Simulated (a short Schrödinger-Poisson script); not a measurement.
Structure: symmetric double-gate stack, SiO2 on p-type Ge(100), at 300 K.

```csv
layer,material,thickness (nm),Na (cm⁻³)
1,SiO2,3.6,-
2,Ge,4,2e17
3,SiO2,3.6,-
```

Constants are typed, rounded textbook-type inputs, not results; the design itself was drawn at random and stands for no fabricated device. SiO2: permittivity 3.9, conduction-band edge (eV) 3.1, gap (eV) 9, electron mass (mₑ) 0.5. Ge: permittivity 16, conduction-band edge (eV) 0, gap (eV) 0.664, Nv at 300 K (cm⁻³) 6e18.

Channel valleys (confinement mass, in-plane density-of-states mass, number): L4 0.12, 0.295, 4. At the gates, both at one voltage, the conduction-band edge of layer 1 lies 3.62 eV − eVg above the Fermi level of the channel. Gaps are held at their typed values at every temperature. Mesh 0.03 nm at interfaces.

From a short Schrödinger-Poisson script (our own, NumPy): 1D Poisson equation in equilibrium, electrons quantum, Hartree (BenDaniel-Duke, 12 states a valley, the channel's in-plane mass for all, wave functions free to enter the dielectric), parabolic valleys, classical holes, full ionisation, no traps, pinning or gate leakage.

Only gate voltages with over 1e8 electrons/cm² are shown.

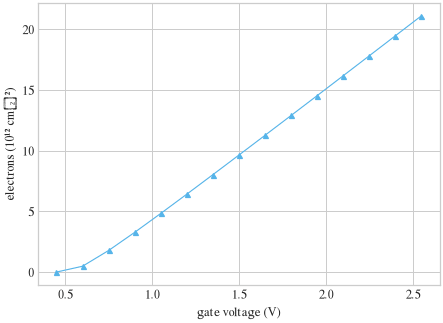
Sheet density against gate voltage

```tsv
Vg (V)	electrons (cm⁻²)	C (μF/cm²)	L4 E0 (meV)	L4 E1 (meV)
0.45	7.90e9	0.0486	190.9	547.0
0.6	4.90e11	1.13	83.7	439.0
0.75	1.79e12	1.54	48.9	402.0
0.9	3.28e12	1.64	31.7	382.2
1.05	4.84e12	1.68	20.0	367.8
1.2	6.43e12	1.71	10.9	356.1
1.35	8.04e12	1.72	3.3	345.9
1.5	9.65e12	1.73	-3.2	336.6
1.65	1.13e13	1.74	-9.1	328.0
1.8	1.29e13	1.75	-14.5	320.0
1.95	1.45e13	1.75	-19.6	312.3
2.1	1.62e13	1.75	-24.3	304.9
2.25	1.78e13	1.76	-28.9	297.8
2.4	1.95e13	1.76	-33.2	290.8
2.55	2.11e13	1.76	-37.4	284.0
```

Subbands count from the Fermi level. The capacitance is that of both gates.

Only the L valleys are kept; under strong confinement the Δ valleys of Ge fill too.
